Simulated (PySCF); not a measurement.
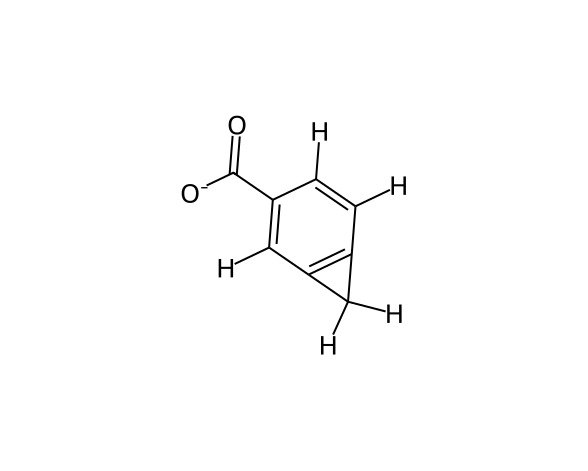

A structural formula. The species has charge −1 and is a spin singlet.

Write the SMILES.

Answer. O=C([O-])c1ccc2c(c1)C2

Give the formula, hydrogens included.

Answer. C8H5O2, charge -1.

More results for the same structure follow; atom numbers are the same in all pictures, views and colours differ. The geometry was computed by an optimisation with PBE0-D3(BJ)/def2-SVP. No frequency run is at hand to confirm it as a minimum.

## Geometry

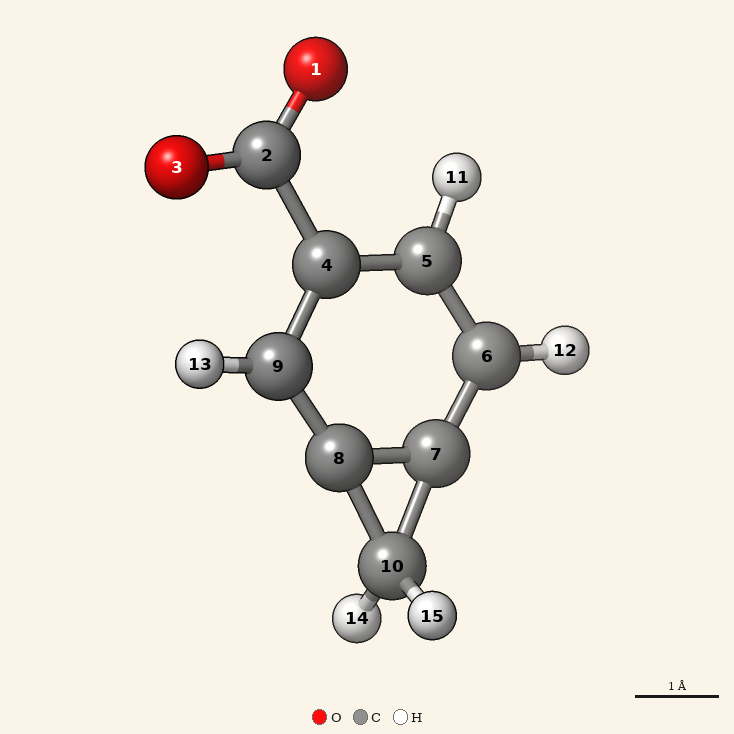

Atoms carry their numbers in the input. No frequency run is at hand to confirm it as a minimum.

Give the bond lengths.

```
   bond  length (Å)        order
  O1–C2       1.245  delocalised
  C2–O3       1.245  delocalised
  C2–C4       1.554       single
  C4–C5       1.406     aromatic
  C4–C9       1.410     aromatic
  C5–C6       1.408     aromatic
 C5–H11       1.094       single
  C6–C7       1.383     aromatic
 C6–H12       1.095       single
  C7–C8       1.350     aromatic
 C7–C10       1.495       single
  C8–C9       1.382     aromatic
 C8–C10       1.494       single
 C9–H13       1.093       single
C10–H14       1.104       single
C10–H15       1.104       single
```

## Electronic properties

No frequency run is at hand to confirm it as a minimum. Level of theory: PBE0/def2-SVPD in acetonitrile (IEF-PCM) (PySCF 2.14.0). Excitations: vertical, linear response.

What does the calculation give?

- HOMO energy (Kohn–Sham orbital): −6.68 eV
- LUMO energy (Kohn–Sham orbital): −0.54 eV
- HOMO–LUMO gap: 6.14 eV
- mean static polarisability: 145.2 bohr³
- lowest vertical singlet excitation: 4.83 eV
- its oscillator strength: 0.000
- brightest of the 6 lowest singlets: 5.06 eV
- its oscillator strength: 0.10

## NMR shielding

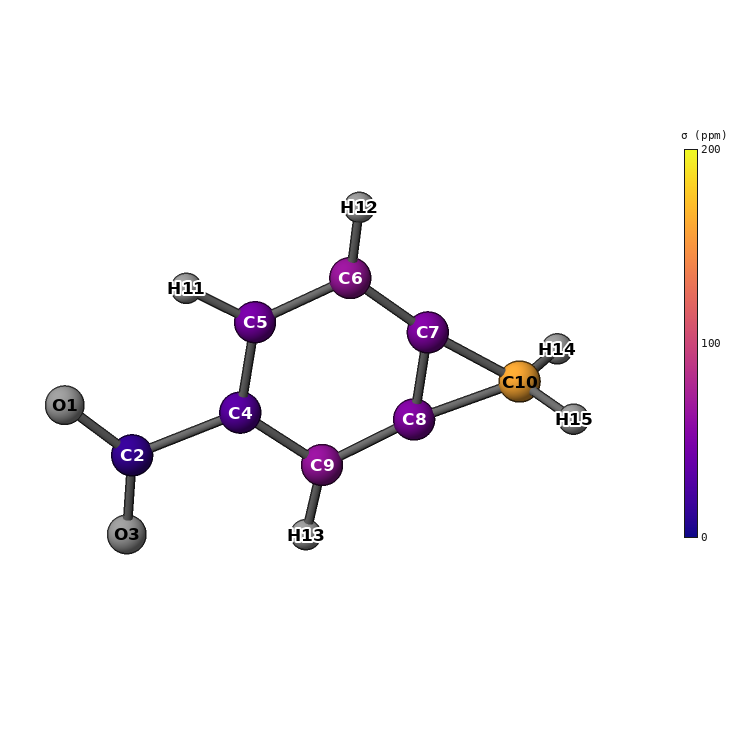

Atoms are coloured by their isotropic NMR shieldings (C only, the others grey). No frequency run is at hand to confirm it as a minimum. Properties computed with GIAO PBE0/pcSseg-1 NMR shielding, non-relativistic, IEF-PCM acetonitrile (PySCF 2.14.0).

Which C atom is the most shielded (lowest chemical shift)?

Answer. C10 (161.7 ppm).

Which C atom is the least shielded (highest chemical shift)?

Answer. C2 (16.1 ppm).

How wide is the range of C shifts?

Answer. 145.6 ppm.

Give the isotropic NMR shieldings of the C atoms atom by atom.

```csv
atom,σ (ppm)
C2,16.1
C4,32.7
C5,48.3
C6,66.7
C7,53.5
C8,54.5
C9,64.9
C10,161.7
```

## Charges

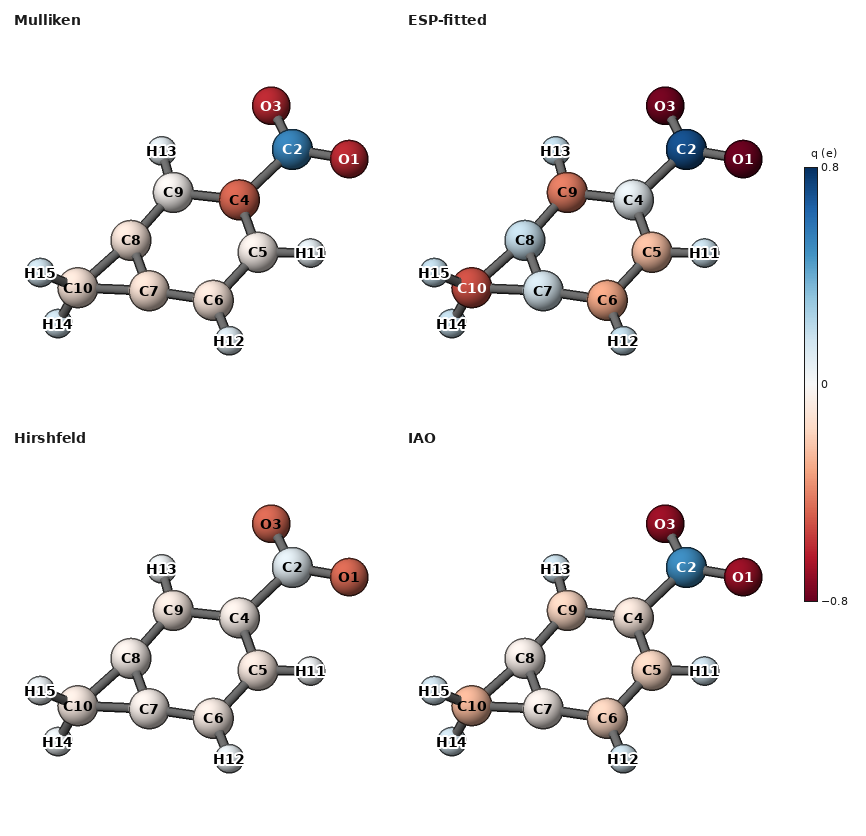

Atomic charges of one calculation by 4 schemes, on one colour scale. No frequency run is at hand to confirm it as a minimum. Method: PBE0/pcSseg-1 in acetonitrile (IEF-PCM) (PySCF 2.14.0).

Which scheme gives the most polar picture (largest mean size of the charges)?

Answer. The ESP-fitted charges are the largest in size here, and the Hirshfeld charges the smallest.

On which atom do the schemes disagree most?

Answer. On C2 (from 0.09 to 0.70 e).

List the charges (e), one line for each set of equivalent atoms. Atoms whose distances differ by more than 0.02 Å in this geometry are listed apart.

```tsv
atom	Mulliken	ESP-fitted	Hirshfeld	IAO
O1	−0.60	−0.78	−0.45	−0.68
C2	0.53	0.70	0.09	0.50
O3	−0.60	−0.77	−0.45	−0.69
C4	−0.46	0.06	−0.05	−0.09
C5	−0.04	−0.24	−0.07	−0.16
C6	−0.09	−0.30	−0.06	−0.17
C7	−0.11	0.13	−0.04	−0.04
C8	−0.09	0.19	−0.04	−0.04
C9	−0.02	−0.41	−0.07	−0.16
C10	−0.10	−0.51	−0.07	−0.26
H11	0.07	0.17	0.02	0.16
H12	0.11	0.19	0.05	0.16
H13	0.07	0.19	0.03	0.16
H14	0.16	0.19	0.05	0.15
H15	0.16	0.19	0.05	0.15
```

Mulliken values depend strongly on the basis set and can even reverse the polarity of a bond.
